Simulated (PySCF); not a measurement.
C2H9BO2Si2, SMILES [SiH2]([SiH2]C(=O)OC)B at its GFN2-xTB optimised geometry (Å):

```
16

B      3.1238    -1.2134     0.0000
Si     1.1851    -1.2134     0.0000
Si     0.4933     1.0269     0.0000
C     -1.4138     1.0421     0.0001
O     -2.1322     1.0355    -0.9687
O     -1.8709     0.9826     1.2579
C     -3.2809     0.9077     1.4369
H      3.7365    -1.1755     0.9963
H      3.7382    -1.1811    -0.9956
H      0.5320    -1.8562     1.1601
H      0.5247    -1.8740    -1.1433
H      0.9018     1.8008    -1.1761
H      0.8871     1.7957     1.1850
H     -3.7382     1.8740     1.2143
H     -3.7031     0.1552     0.7678
H     -3.4482     0.6389     2.4768
```

Method: CAM-B3LYP/def2-TZVP (PySCF). Cells within 0.4 Å of a nucleus heavier than hydrogen are left out (blank, or x).

Map of the electron localisation function on the plane z = 1.0 Å:

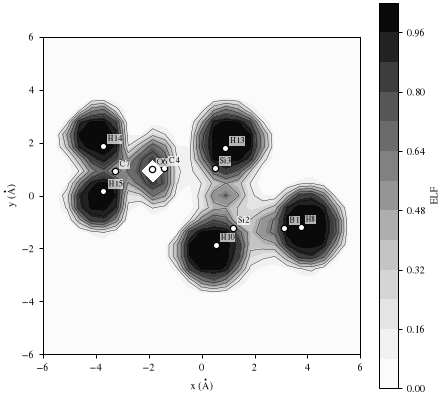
Figure. Electron localisation function on the plane z = 1.0 Å.
